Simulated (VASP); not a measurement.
# Cl on Cu(100): which site?, part 6 of 7

Where does Cl sit on Cu(100), and how strongly does it bind?

VASP 6.6.1, plane waves and PAW; the level of theory is named at each step.

So far. Step 8 (Potential and states with the adsorbate, site ontop): At the end the adsorbate's closest contact with the slab is Cl-Cu at 2.12 Å, nearly straight above the slab's atom, and its lowest atom lies 2.12 Å above the highest atom of the slab. Step 9 (Relaxing the adsorbate, site hollow): The run ended after 19 ionic steps, 0.965 eV below its first step, once the forces on the free atoms met EDIFFG = -0.03.

### Step 10. Potential and states with the adsorbate, site hollow

Level of this step: PBEsol, no spin polarisation; plane waves and PAW (Cu, Cl) (VASP).

Contents of INCAR:

```
SYSTEM = Cu16Cl
PREC = Normal
ENCUT = 330
EDIFF = 1E-06
NELM = 120
ISMEAR = 1
SIGMA = 0.15
LREAL = Auto
ALGO = Fast
GGA = PS
NBANDS = 113
LASPH = .TRUE.
LORBIT = 11
LWAVE = .FALSE.
LCHARG = .FALSE.
KPAR = 2
NCORE = 2
IDIPOL = 3
LDIPOL = .TRUE.
DIPOL = 0.5 0.5 0.513
LVHAR = .TRUE.
LVACPOTAV = .TRUE.
NEDOS = 1500
```

Contents of POSCAR:

```
Cu16Cl
1.0
    5.0400546950      0.0000000000      0.0000000000
    0.0000000000      5.0400546950      0.0000000000
    0.0000000000      0.0000000000     20.3457852786
Cu Cl
16 1
Selective dynamics
Direct
    0.2500000000      0.2500000000      0.3686267200  F F F
    0.7500000000      0.2500000000      0.3686267200  F F F
    0.2500000000      0.7500000000      0.3686267200  F F F
    0.7500000000      0.7500000000      0.3686267200  F F F
    0.0000000000      0.0000000000      0.4562089100  F F F
    0.5000000000      0.0000000000      0.4562089100  F F F
    0.0000000000      0.5000000000      0.4562089100  F F F
    0.5000000000      0.5000000000      0.4562089100  F F F
    0.2500000000      0.2500000000      0.5433143767  T T T
    0.7500000000      0.2500000000      0.5448828001  T T T
    0.2500000000      0.7500000000      0.5448828001  T T T
    0.7500000000      0.7500000000      0.5479609976  T T T
    0.9980382194      0.9980382194      0.6322080908  T T T
    0.5019617806      0.9980382194      0.6322080908  T T T
    0.9980382194      0.5019617806      0.6322080908  T T T
    0.5019617806      0.5019617806      0.6322080908  T T T
    0.2500000000      0.2500000000      0.7123639373  T T T
```

Contents of KPOINTS:

```
Automatic mesh
0
Gamma
5 5 1
0 0 0
```

The projector-augmented-wave data sets are Cu and Cl (PBE family, release 64).

On the command line:

```
> mpirun -np 4 vasp_std
```

Log:

```text
[... set-up lines as in an earlier step ...]
 entering main loop
       N       E                     dE             d eps       ncg     rms          rms(c)
DAV:   1     0.157629205973E+04    0.15763E+04   -0.59669E+04  1356   0.149E+03
DAV:   2     0.136114231775E+03   -0.14402E+04   -0.13883E+04  1356   0.386E+02
DAV:   3    -0.648404757785E+02   -0.20095E+03   -0.18703E+03  1536   0.191E+02
DAV:   4    -0.820305440496E+02   -0.17190E+02   -0.16501E+02  1855   0.616E+01
[...]
RMM:  27    -0.673328415310E+02   -0.39931E-05   -0.25981E-07   926   0.249E-03    0.907E-04
RMM:  28    -0.673328444000E+02   -0.28690E-05   -0.18512E-07   924   0.237E-03    0.657E-04
RMM:  29    -0.673328448963E+02   -0.49636E-06   -0.84510E-08   866   0.156E-03
 [... a notice as in an earlier step ...]

   1 F= -.67332845E+02 E0= -.67327564E+02  d E =-.158428E-01
 [... a notice as in an earlier step ...]
```

Run time: 32 s. Hardware: 4 MPI ranks of Intel Xeon 6975P-C (Granite Rapids), shared host; peak memory 0.78 GiB.

Parts of OUTCAR (step 10):

```text
  Total       -5.8609590     -5.8609590     -1.7253977      0.0000000      0.0000000      0.0000000
  in kB      -18.1691375    -18.1691375     -5.3487812      0.0000000      0.0000000      0.0000000
  external PRESSURE =     -13.8956854 kB  Pullay stress =       0.0000000 kB

 POSITION                                       TOTAL-FORCE (eV/Angst)
 -----------------------------------------------------------------------------------
      1.26001      1.26001      7.50000         0.000000     -0.000000      0.198160
      3.78004      1.26001      7.50000         0.000000     -0.000000      0.148918
      1.26001      3.78004      7.50000         0.000000     -0.000000      0.148918
      3.78004      3.78004      7.50000         0.000000     -0.000000      0.174795
      0.00000      0.00000      9.28193        -0.072960     -0.072960     -0.171600
      2.52003      0.00000      9.28193         0.072960     -0.072960     -0.171600
      0.00000      2.52003      9.28193        -0.072960      0.072960     -0.171600
      2.52003      2.52003      9.28193         0.072960      0.072960     -0.171600
      1.26001      1.26001     11.05416         0.000000     -0.000000      0.010086
      3.78004      1.26001     11.08607         0.000000     -0.000000     -0.001519
      1.26001      3.78004     11.08607         0.000000     -0.000000     -0.001519
      3.78004      3.78004     11.14870         0.000000     -0.000000      0.002916
      5.03017      5.03017     12.86277         0.004054      0.004054     -0.002768
      2.52991      5.03017     12.86277        -0.004054      0.004054     -0.002768
[...]
-----------------------------------------------------------------------------------
    total drift:                                0.000000      0.000000     -0.072535

  FREE ENERGIE OF THE ION-ELECTRON SYSTEM (eV)
  ---------------------------------------------------
  free  energy   TOTEN  =       -67.3328448963 eV

  energy  without entropy=      -67.3170021048  energy(sigma->0) =      -67.32756397

[... 2 parts as in an earlier step ...]

[... 1 further part left out ...]
[key lines of the parts left out:]
E-fermi :   0.1112
```

The planar average of the electrostatic potential oscillates, so the rows of the table below give means over windows of 1.81 Å about each position, cut where the curve ends. Its maxima inside the range that stand out by 2 % of the span (Å: eV): 8.4: -1.70, 10.2: -1.43, 12.0: -1.82, 13.9: -0.310. Its minima: 7.5: -12.7, 9.3: -13.0, 11.1: -12.9, 12.9: -13.0, 14.5: -2.24.

Zero at the Fermi level. Planar average of the electrostatic potential against height; means over each step:

| height (Å) | planar average of the electrostatic potential (eV) |
| --- | --- |
| 0.91 | 4.69 |
| 2.71 | 4.66 |
| 4.52 | 4.63 |
| 6.33 | 0.509 |
| 8.14 | -7.83 |
| 9.95 | -7.74 |
| 11.76 | -7.97 |
| 13.57 | -5.65 |
| 15.38 | 2.63 |
| 17.20 | 4.83 |
| 19.00 | 4.84 |

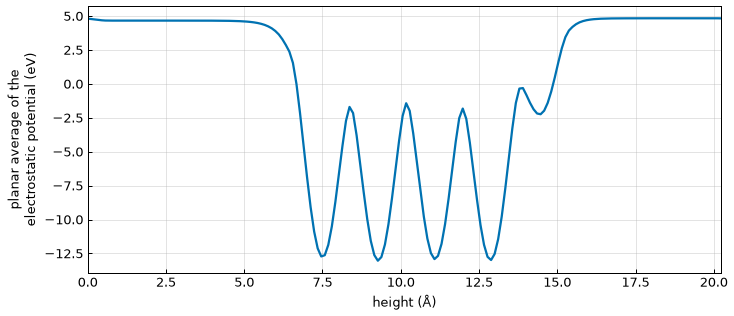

Planar average of the electrostatic potential, plotted against height.

The map of layer states is cut here 0.5 eV above the Fermi level, so it leaves out the states above that.

At the end the adsorbate's closest contact with the slab is Cl-Cu at 2.43 Å, 1.80 Å to the side of the slab's atom, and its lowest atom lies 1.63 Å above the highest atom of the slab.

VASP counts the dipole in electrons times Å, so a positive number points the physical dipole along −c.

The program warns that it found no field-free vacuum at its default tolerance, so these levels carry more doubt.

On this mesh the fine structure of the density of states is sampling noise, and high empty states may be cut by the number of bands.

### Step 11. Relaxing the adsorbate, site bridge

Contents of INCAR:

```
SYSTEM = Cu16Cl
PREC = Normal
ENCUT = 330
EDIFF = 1E-05
NELM = 120
ISMEAR = 1
SIGMA = 0.15
LREAL = Auto
ALGO = Fast
GGA = PS
NBANDS = 113
LASPH = .TRUE.
LORBIT = 11
LWAVE = .FALSE.
LCHARG = .FALSE.
KPAR = 2
NCORE = 2
IBRION = 2
NSW = 50
ISIF = 2
EDIFFG = -0.03
POTIM = 0.4
MAXMIX = 40
IDIPOL = 3
LDIPOL = .TRUE.
DIPOL = 0.5 0.5 0.512
```

Contents of POSCAR:

```
Cu16Cl
1.0
    5.0400546950      0.0000000000      0.0000000000
    0.0000000000      5.0400546950      0.0000000000
    0.0000000000      0.0000000000     20.3457852786
Cu Cl
16 1
Selective dynamics
Direct
    0.2500000000      0.2500000000      0.3686267200  F F F
    0.7500000000      0.2500000000      0.3686267200  F F F
    0.2500000000      0.7500000000      0.3686267200  F F F
    0.7500000000      0.7500000000      0.3686267200  F F F
    0.0000000000      0.0000000000      0.4562089100  F F F
    0.5000000000      0.0000000000      0.4562089100  F F F
    0.0000000000      0.5000000000      0.4562089100  F F F
    0.5000000000      0.5000000000      0.4562089100  F F F
    0.2500000000      0.2500000000      0.5450946900  T T T
    0.7500000000      0.2500000000      0.5450946900  T T T
    0.2500000000      0.7500000000      0.5450946900  T T T
    0.7500000000      0.7500000000      0.5450946900  T T T
    0.0000000000      0.0000000000      0.6307197000  T T T
    0.5000000000      0.0000000000      0.6307197000  T T T
    0.0000000000      0.5000000000      0.6307197000  T T T
    0.5000000000      0.5000000000      0.6307197000  T T T
    0.2500000000      0.0000000000      0.6995300200  T T T
```

KPOINTS is that of step 10.

On the command line:

```
> mpirun -np 4 vasp_std
```

Log:

```text
[... set-up lines as in an earlier step ...]
 entering main loop
       N       E                     dE             d eps       ncg     rms          rms(c)
DAV:   1     0.158791619614E+04    0.15879E+04   -0.59987E+04  2034   0.150E+03
DAV:   2     0.141426250609E+03   -0.14465E+04   -0.13936E+04  2034   0.387E+02
DAV:   3    -0.643723306083E+02   -0.20580E+03   -0.19240E+03  2337   0.193E+02
DAV:   4    -0.807281032764E+02   -0.16356E+02   -0.15724E+02  2739   0.622E+01
[...]
RMM:  24    -0.655920904457E+02   -0.26783E-04   -0.40070E-06  1203   0.126E-02    0.265E-03
RMM:  25    -0.655921029401E+02   -0.12494E-04   -0.16427E-06  1189   0.690E-03    0.158E-03
RMM:  26    -0.655921123021E+02   -0.93620E-05   -0.90385E-07  1157   0.544E-03
   1 F= -.65592112E+02 E0= -.65591561E+02  d E =-.655921E+02
[... from here on, the cycles between the ionic steps are left out ...]
   2 F= -.66745476E+02 E0= -.66745093E+02  d E =-.115336E+01
   3 F= -.66961527E+02 E0= -.66960861E+02  d E =-.136942E+01
   4 F= -.66962538E+02 E0= -.66961905E+02  d E =-.137043E+01
   5 F= -.67055094E+02 E0= -.67054480E+02  d E =-.925566E-01
   6 F= -.67118097E+02 E0= -.67117565E+02  d E =-.155559E+00
   7 F= -.67119075E+02 E0= -.67118552E+02  d E =-.156537E+00
   8 F= -.67148839E+02 E0= -.67148348E+02  d E =-.297635E-01
   9 F= -.67170178E+02 E0= -.67169428E+02  d E =-.511025E-01
  10 F= -.67172328E+02 E0= -.67171682E+02  d E =-.532526E-01
  11 F= -.67190594E+02 E0= -.67189703E+02  d E =-.182664E-01
  12 F= -.67195073E+02 E0= -.67193936E+02  d E =-.227453E-01
  13 F= -.67195274E+02 E0= -.67194180E+02  d E =-.229463E-01
  14 F= -.67202110E+02 E0= -.67200760E+02  d E =-.683566E-02
  15 F= -.67203862E+02 E0= -.67202300E+02  d E =-.858813E-02
  16 F= -.67205410E+02 E0= -.67203750E+02  d E =-.154763E-02
  17 F= -.67205535E+02 E0= -.67203744E+02  d E =-.167303E-02
  18 F= -.67205573E+02 E0= -.67203721E+02  d E =-.381050E-04
  19 F= -.67205592E+02 E0= -.67203743E+02  d E =-.573799E-04
[...]
reached required accuracy - stopping structural energy minimisation
```

Wall time 5.4 min (4 MPI ranks); peak memory 0.92 GiB; 20 min of CPU time.

Parts of OUTCAR (step 11):

```text
  Total       -5.0561404     -5.5566924     -1.4476940      0.0000000      0.0000000      0.0000000
  in kB      -15.6741773    -17.2259026     -4.4878920      0.0000000      0.0000000      0.0000000
  external PRESSURE =     -12.4626573 kB  Pullay stress =       0.0000000 kB

 POSITION                                       TOTAL-FORCE (eV/Angst)
 -----------------------------------------------------------------------------------
      1.26001      1.26001      7.50000        -0.000000      0.015694      0.183362
      3.78004      1.26001      7.50000        -0.000000      0.020890      0.186186
      1.26001      3.78004      7.50000        -0.000000     -0.015694      0.183362
      3.78004      3.78004      7.50000        -0.000000     -0.020890      0.186186
      0.00000      0.00000      9.28193         0.066854     -0.000000     -0.222377
      2.52003      0.00000      9.28193        -0.066854     -0.000000     -0.222377
      0.00000      2.52003      9.28193        -0.131560     -0.000000     -0.178385
      2.52003      2.52003      9.28193         0.131560     -0.000000     -0.178385
      1.26001      1.25476     11.08145        -0.000000      0.007383     -0.016157
      3.78004      1.23653     11.09602        -0.000000     -0.014710      0.025224
      1.26001      3.78529     11.08145        -0.000000     -0.007383     -0.016157
      3.78004      3.80352     11.09602        -0.000000      0.014710      0.025224
      5.01084      0.00000     12.90349        -0.001398     -0.000000      0.011344
      2.54925      0.00000     12.90349         0.001398     -0.000000      0.011344
[...]
-----------------------------------------------------------------------------------
    total drift:                                0.000000      0.000000     -0.234712

  FREE ENERGIE OF THE ION-ELECTRON SYSTEM (eV)
  ---------------------------------------------------
  free  energy   TOTEN  =       -67.2055924942 eV

  energy  without entropy=      -67.2000426413  energy(sigma->0) =      -67.20374254

[... 2 parts as in an earlier step ...]

[... 2 further parts left out ...]
[key lines of the parts left out:]
E-fermi :  -0.0489
```

The run keeps the 4 symmetry operations of its start, so it cannot find a distortion of lower symmetry.

Step by step:

| step | energy less that of the first step (eV) | largest force (eV/Å) |
| --- | --- | --- |
| 1 | 0.0000 | 8.5280 |
| 2 | -1.1534 | 2.6252 |
| 3 | -1.3694 | 1.1034 |
| 4 | -1.3704 | 0.9567 |
| 5 | -1.4630 | 0.7897 |
| 6 | -1.5260 | 0.4499 |
| 7 | -1.5270 | 0.4683 |
| 8 | -1.5567 | 0.3196 |
| 9 | -1.5781 | 0.4359 |
| 10 | -1.5802 | 0.3763 |
| 11 | -1.5985 | 0.2216 |
| 12 | -1.6030 | 0.2166 |
| 13 | -1.6032 | 0.2016 |
| 14 | -1.6100 | 0.0860 |
| 15 | -1.6118 | 0.0958 |
| 16 | -1.6133 | 0.0561 |
| 17 | -1.6134 | 0.0638 |
| 18 | -1.6135 | 0.0309 |
| 19 | -1.6135 | 0.0292 |

The atoms that moved most (Å):

| atom | dx | dy | dz | length |
| --- | --- | --- | --- | --- |
| Cl17 | 0.000 | 0.000 | 0.505 | 0.505 |
| Cu13 | -0.029 | 0.000 | 0.071 | 0.077 |
| Cu14 | 0.029 | 0.000 | 0.071 | 0.077 |
| Cu15 | -0.010 | 0.000 | -0.043 | 0.044 |
| Cu16 | 0.010 | 0.000 | -0.043 | 0.044 |
| Cu10 | 0.000 | -0.023 | 0.006 | 0.024 |
| Cu12 | 0.000 | 0.023 | 0.006 | 0.024 |
| Cu11 | 0.000 | 0.005 | -0.009 | 0.010 |

The relaxed structure:

```cif
data_structure
_symmetry_space_group_name_H-M 'P 1'
_symmetry_Int_Tables_number 1
_cell_length_a 5.0401
_cell_length_b 5.0401
_cell_length_c 20.3458
_cell_angle_alpha 90.000
_cell_angle_beta 90.000
_cell_angle_gamma 90.000
_cell_volume 516.83
loop_
_atom_site_label
_atom_site_type_symbol
_atom_site_fract_x
_atom_site_fract_y
_atom_site_fract_z
_atom_site_occupancy
Cu1 Cu 0.25000 0.25000 0.36863 1
Cu2 Cu 0.75000 0.25000 0.36863 1
Cu3 Cu 0.25000 0.75000 0.36863 1
Cu4 Cu 0.75000 0.75000 0.36863 1
Cu5 Cu 0.00000 0.00000 0.45621 1
Cu6 Cu 0.50000 0.00000 0.45621 1
Cu7 Cu 0.00000 0.50000 0.45621 1
Cu8 Cu 0.50000 0.50000 0.45621 1
Cu9 Cu 0.25000 0.24896 0.54466 1
Cu10 Cu 0.75000 0.24534 0.54537 1
Cu11 Cu 0.25000 0.75104 0.54466 1
Cu12 Cu 0.75000 0.75466 0.54537 1
Cu13 Cu 0.99420 0.00000 0.63421 1
Cu14 Cu 0.50580 0.00000 0.63421 1
Cu15 Cu 0.99796 0.50000 0.62862 1
Cu16 Cu 0.50204 0.50000 0.62862 1
Cl17 Cl 0.25000 0.00000 0.72437 1
```

The run ended after 19 ionic steps, 1.613 eV below its first step, once the forces on the free atoms met EDIFFG = -0.03.

[end of part 6 of 7]

[Lines on the potential files, build, host, timing and source positions are cut from VASP's logs without a mark.]

[Logs are printed without paths, hosts, clocks, repeated set-up lines and the standing remarks that a program may print on its own settings, such as how far it seeks lower states.]

[Hosts, paths, dates, database ids (printed as entryN), source tags and the programs' standing remarks are cut or masked in the printed files.]

[Runs that stopped without an error message from VASP are left out.]
